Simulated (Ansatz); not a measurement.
Run report: Si₂H₃ClOF₂, geometry relaxation (part 3 of 3)

The same run, continued: Si₂H₃ClOF₂; RKS PBE0-D4/def2-TZVP (Ansatz 0.2.0). 

Geometry of the input (Å):
```
Si -0.8388  1.1282  0.9679
O  -0.4950  0.5700  -0.5061
Si -0.8775  -0.8215  -1.3649
F  0.4490  1.7728  1.5919
F  -1.3765  -0.0018  1.9172
Cl -2.2575  2.5558  0.8504
H  -1.4412  -1.8353  -0.4498
H  0.3600  -1.2812  -2.0260
H  -1.8860  -0.4286  -2.3778
```

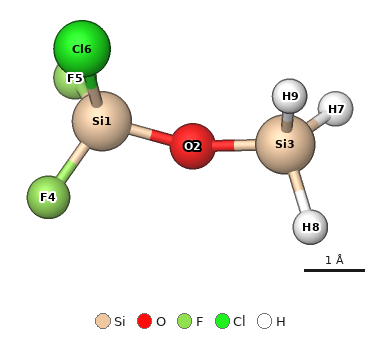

The geometry at step 33 of the log (ball-and-stick view, seen at an oblique angle; atoms are numbered from 1 in the order of the input).

Trajectory as extended XYZ, continued:
```
9
Properties=species:S:1:pos:R:3:forces:R:3 step=25 energy=-35801.64994
Si   -0.8343    1.0946    1.0754    0.0095  -0.0113   0.0009
O    -0.5530   -0.0592    0.0172   -0.0112   0.0083  -0.0019
Si   -0.9050   -0.8552   -1.3826   -0.0013  -0.0048   0.0093
F     0.4779    1.9253    1.3188   -0.0078  -0.0028   0.0007
F    -1.2504    0.4683    2.4565    0.0034   0.0046  -0.0087
Cl   -2.2937    2.3441    0.4629    0.0027  -0.0010   0.0007
H    -1.5216   -2.1579   -1.0395    0.0049   0.0036  -0.0002
H     0.3628   -1.0626   -2.1190   -0.0052   0.0032   0.0012
H    -1.8462   -0.0390   -2.1869    0.0051   0.0002  -0.0019
9
Properties=species:S:1:pos:R:3:forces:R:3 step=26 energy=-35801.64996
Si   -0.8355    1.0941    1.0763    0.0120  -0.0179   0.0054
O    -0.5654   -0.0698    0.0262   -0.0129   0.0116  -0.0047
Si   -0.9066   -0.8566   -1.3817    0.0018  -0.0083   0.0113
F     0.4848    1.9140    1.3154   -0.0147  -0.0071  -0.0003
F    -1.2582    0.4801    2.4611    0.0065   0.0096  -0.0165
Cl   -2.2823    2.3540    0.4551    0.0043  -0.0021   0.0010
H    -1.5057   -2.1707   -1.0503    0.0056   0.0098  -0.0002
H     0.3636   -1.0417   -2.1208   -0.0093   0.0056   0.0040
H    -1.8583   -0.0450   -2.1784    0.0068  -0.0012   0.0000
9
Properties=species:S:1:pos:R:3:forces:R:3 step=27 energy=-35801.64998
Si   -0.8356    1.0938    1.0763    0.0126  -0.0158   0.0045
O    -0.5665   -0.0713    0.0273   -0.0132   0.0110  -0.0033
Si   -0.9070   -0.8572   -1.3813    0.0048  -0.0008   0.0088
F     0.4854    1.9123    1.3152   -0.0122  -0.0069   0.0003
F    -1.2596    0.4815    2.4613    0.0057   0.0082  -0.0141
Cl   -2.2802    2.3551    0.4535    0.0018  -0.0013   0.0002
H    -1.5037   -2.1724   -1.0506    0.0052   0.0075  -0.0018
H     0.3630   -1.0377   -2.1217   -0.0070   0.0004   0.0043
H    -1.8594   -0.0458   -2.1773    0.0023  -0.0024   0.0011
9
Properties=species:S:1:pos:R:3:forces:R:3 step=28 energy=-35801.65000
Si   -0.8357    1.0934    1.0764    0.0109  -0.0119   0.0038
O    -0.5695   -0.0738    0.0292   -0.0127   0.0105  -0.0040
Si   -0.9078   -0.8574   -1.3810    0.0096  -0.0010   0.0078
F     0.4872    1.9086    1.3155   -0.0084  -0.0058   0.0008
F    -1.2628    0.4842    2.4617    0.0044   0.0061  -0.0097
Cl   -2.2758    2.3585    0.4506   -0.0001  -0.0004  -0.0004
H    -1.4976   -2.1760   -1.0522    0.0008   0.0046  -0.0020
H     0.3621   -1.0310   -2.1227   -0.0038   0.0002   0.0020
H    -1.8636   -0.0481   -2.1747   -0.0005  -0.0023   0.0017
9
Properties=species:S:1:pos:R:3:forces:R:3 step=29 energy=-35801.65003
Si   -0.8363    1.0926    1.0768    0.0048  -0.0033   0.0027
O    -0.5793   -0.0820    0.0360   -0.0088   0.0086  -0.0060
Si   -0.9091   -0.8587   -1.3799    0.0072  -0.0011   0.0043
F     0.4934    1.8965    1.3158   -0.0031  -0.0043   0.0011
F    -1.2727    0.4938    2.4634    0.0022   0.0032  -0.0027
Cl   -2.2623    2.3690    0.4414    0.0003  -0.0017   0.0000
H    -1.4806   -2.1869   -1.0592    0.0008   0.0002  -0.0021
H     0.3611   -1.0093   -2.1261   -0.0026  -0.0012   0.0017
H    -1.8777   -0.0566   -2.1654   -0.0009  -0.0006   0.0010
9
Properties=species:S:1:pos:R:3:forces:R:3 step=30 energy=-35801.65005
Si   -0.8373    1.0919    1.0775   -0.0031   0.0046   0.0024
O    -0.5959   -0.0946    0.0466   -0.0051   0.0070  -0.0073
Si   -0.9117   -0.8606   -1.3781    0.0072  -0.0091  -0.0040
F     0.5041    1.8762    1.3171   -0.0040  -0.0050   0.0000
F    -1.2892    0.5095    2.4660    0.0019   0.0033  -0.0006
Cl   -2.2400    2.3868    0.4266    0.0070  -0.0070   0.0031
H    -1.4511   -2.2057   -1.0709    0.0028   0.0094  -0.0026
H     0.3588   -0.9742   -2.1316   -0.0098   0.0011   0.0061
H    -1.9013   -0.0710   -2.1504    0.0031  -0.0044   0.0030
9
Properties=species:S:1:pos:R:3:forces:R:3 step=31 energy=-35801.65005
Si   -0.8372    1.0922    1.0774    0.0020  -0.0020   0.0034
O    -0.5925   -0.0918    0.0443   -0.0065   0.0075  -0.0065
Si   -0.9111   -0.8602   -1.3785    0.0060  -0.0063   0.0005
F     0.5020    1.8803    1.3170   -0.0039  -0.0043   0.0003
F    -1.2859    0.5063    2.4655    0.0023   0.0035  -0.0022
Cl   -2.2444    2.3833    0.4299    0.0023  -0.0024   0.0010
H    -1.4570   -2.2019   -1.0686    0.0016   0.0054  -0.0014
H     0.3592   -0.9815   -2.1304   -0.0053   0.0008   0.0032
H    -1.8966   -0.0684   -2.1536    0.0015  -0.0022   0.0016
9
Properties=species:S:1:pos:R:3:forces:R:3 step=32 energy=-35801.65006
Si   -0.8374    1.0922    1.0775    0.0060  -0.0066   0.0043
O    -0.5947   -0.0928    0.0451   -0.0074   0.0085  -0.0048
Si   -0.9115   -0.8605   -1.3785    0.0051  -0.0035   0.0038
F     0.5034    1.8773    1.3175   -0.0031  -0.0033   0.0007
F    -1.2883    0.5081    2.4657    0.0021   0.0033  -0.0031
Cl   -2.2411    2.3861    0.4284   -0.0016   0.0008  -0.0006
H    -1.4528   -2.2040   -1.0696    0.0000   0.0011  -0.0008
H     0.3586   -0.9767   -2.1310   -0.0007   0.0000   0.0001
H    -1.8998   -0.0712   -2.1522   -0.0004  -0.0004   0.0004
9
Properties=species:S:1:pos:R:3:forces:R:3 step=33 energy=-35801.65008
Si   -0.8380    1.0924    1.0777    0.0098  -0.0116   0.0045
O    -0.6005   -0.0952    0.0472   -0.0086   0.0091  -0.0024
Si   -0.9123   -0.8613   -1.3783    0.0025  -0.0007   0.0066
F     0.5073    1.8694    1.3191   -0.0033  -0.0010   0.0007
F    -1.2945    0.5128    2.4661    0.0017   0.0028  -0.0051
Cl   -2.2328    2.3936    0.4249   -0.0034   0.0031  -0.0015
H    -1.4416   -2.2100   -1.0725   -0.0014  -0.0032   0.0007
H     0.3574   -0.9647   -2.1330    0.0040   0.0000  -0.0029
H    -1.9085   -0.0786   -2.1484   -0.0015   0.0015  -0.0008
9
Properties=species:S:1:pos:R:3:forces:R:3 step=34 energy=-35801.65011
Si   -0.8397    1.0928    1.0785    0.0181  -0.0133   0.0048
O    -0.6182   -0.1026    0.0533   -0.0103   0.0099   0.0056
Si   -0.9149   -0.8642   -1.3776    0.0003   0.0039   0.0030
F     0.5186    1.8460    1.3240   -0.0115  -0.0018  -0.0001
F    -1.3132    0.5266    2.4669    0.0024   0.0035  -0.0128
Cl   -2.2075    2.4166    0.4140   -0.0008   0.0007  -0.0004
H    -1.4084   -2.2284   -1.0799    0.0020   0.0024  -0.0012
H     0.3536   -0.9281   -2.1393   -0.0007  -0.0029   0.0003
H    -1.9339   -0.1003   -2.1371    0.0003  -0.0024   0.0009
9
Properties=species:S:1:pos:R:3:forces:R:3 step=35 energy=-35801.65011
Si   -0.8389    1.0927    1.0783    0.0097  -0.0032   0.0037
O    -0.6117   -0.0994    0.0508   -0.0064   0.0067  -0.0015
Si   -0.9139   -0.8628   -1.3780    0.0029  -0.0062   0.0010
F     0.5144    1.8551    1.3227   -0.0090  -0.0037  -0.0002
F    -1.3064    0.5210    2.4663    0.0023   0.0024  -0.0065
Cl   -2.2169    2.4085    0.4183    0.0014  -0.0011   0.0005
H    -1.4205   -2.2217   -1.0770    0.0014   0.0047  -0.0006
H     0.3555   -0.9426   -2.1372   -0.0055   0.0018   0.0025
H    -1.9251   -0.0923   -2.1413    0.0033  -0.0014   0.0012
9
Properties=species:S:1:pos:R:3:forces:R:3 step=36 energy=-35801.65012
Si   -0.8395    1.0930    1.0787    0.0130  -0.0039   0.0046
O    -0.6191   -0.1019    0.0530   -0.0068   0.0070   0.0001
Si   -0.9150   -0.8638   -1.3778    0.0011  -0.0065   0.0020
F     0.5193    1.8451    1.3254   -0.0132  -0.0044  -0.0007
F    -1.3146    0.5265    2.4663    0.0031   0.0030  -0.0096
Cl   -2.2059    2.4187    0.4141    0.0023  -0.0015   0.0008
H    -1.4058   -2.2291   -1.0800    0.0006   0.0043   0.0001
H     0.3535   -0.9277   -2.1399   -0.0039   0.0028   0.0013
H    -1.9363   -0.1024   -2.1369    0.0040  -0.0008   0.0014
9
Properties=species:S:1:pos:R:3:forces:R:3 step=37 energy=-35801.65013
Si   -0.8396    1.0932    1.0787    0.0120  -0.0021   0.0046
O    -0.6217   -0.1024    0.0534   -0.0048   0.0043   0.0004
Si   -0.9154   -0.8647   -1.3776   -0.0012   0.0024   0.0004
F     0.5209    1.8417    1.3267   -0.0133  -0.0052  -0.0008
F    -1.3177    0.5279    2.4657    0.0031   0.0029  -0.0078
Cl   -2.2018    2.4225    0.4128    0.0019  -0.0012   0.0005
H    -1.4010   -2.2318   -1.0801    0.0021   0.0020  -0.0001
H     0.3522   -0.9215   -2.1413    0.0003  -0.0021   0.0014
H    -1.9396   -0.1064   -2.1357    0.0000  -0.0011   0.0014
9
Properties=species:S:1:pos:R:3:forces:R:3 step=38 energy=-35801.65013
Si   -0.8397    1.0933    1.0787    0.0094  -0.0006   0.0036
O    -0.6228   -0.1022    0.0531   -0.0030   0.0032   0.0000
Si   -0.9157   -0.8648   -1.3777    0.0005   0.0019   0.0020
F     0.5214    1.8405    1.3275   -0.0098  -0.0046  -0.0005
F    -1.3188    0.5279    2.4652    0.0020   0.0023  -0.0046
Cl   -2.2000    2.4243    0.4126    0.0004  -0.0003   0.0002
H    -1.3987   -2.2327   -1.0798    0.0006   0.0012  -0.0009
H     0.3520   -0.9198   -2.1415   -0.0001  -0.0015  -0.0001
H    -1.9413   -0.1080   -2.1353    0.0000  -0.0016   0.0003
9
Properties=species:S:1:pos:R:3:forces:R:3 step=39 energy=-35801.65014
Si   -0.8395    1.0937    1.0788   -0.0004   0.0030   0.0014
O    -0.6242   -0.1011    0.0525    0.0015  -0.0011  -0.0050
Si   -0.9158   -0.8649   -1.3779   -0.0013  -0.0016   0.0003
F     0.5219    1.8390    1.3294   -0.0001  -0.0017   0.0000
F    -1.3204    0.5276    2.4642   -0.0003   0.0002   0.0028
Cl   -2.1974    2.4273    0.4129   -0.0007   0.0002  -0.0002
H    -1.3958   -2.2336   -1.0793    0.0007  -0.0006   0.0007
H     0.3516   -0.9181   -2.1424   -0.0001   0.0005   0.0004
H    -1.9439   -0.1115   -2.1353    0.0007   0.0012  -0.0003
9
Properties=species:S:1:pos:R:3:forces:R:3 step=40 energy=-35801.65014
Si   -0.8395    1.0938    1.0788   -0.0023   0.0010   0.0002
O    -0.6244   -0.1009    0.0523    0.0008  -0.0001  -0.0032
Si   -0.9160   -0.8650   -1.3779    0.0024  -0.0008  -0.0002
F     0.5220    1.8388    1.3295    0.0012  -0.0003  -0.0001
F    -1.3204    0.5276    2.4641   -0.0004   0.0000   0.0027
Cl   -2.1975    2.4275    0.4132    0.0001   0.0001   0.0001
H    -1.3952   -2.2338   -1.0790   -0.0014   0.0000   0.0002
H     0.3513   -0.9182   -2.1423    0.0004   0.0004   0.0000
H    -1.9437   -0.1114   -2.1357   -0.0009  -0.0003   0.0004
```

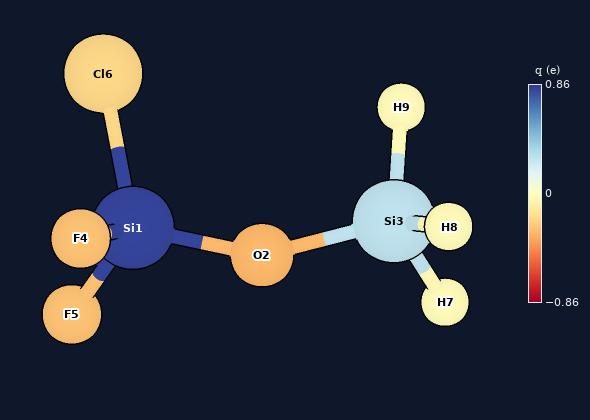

Mulliken charges, as the colour of each atom (ball-and-stick view, seen at a tilt; atoms are numbered from 1 in the order of the input). By element: Si +0.28 to +0.82, O −0.31, F −0.27, Cl −0.20 and H −0.02 e.
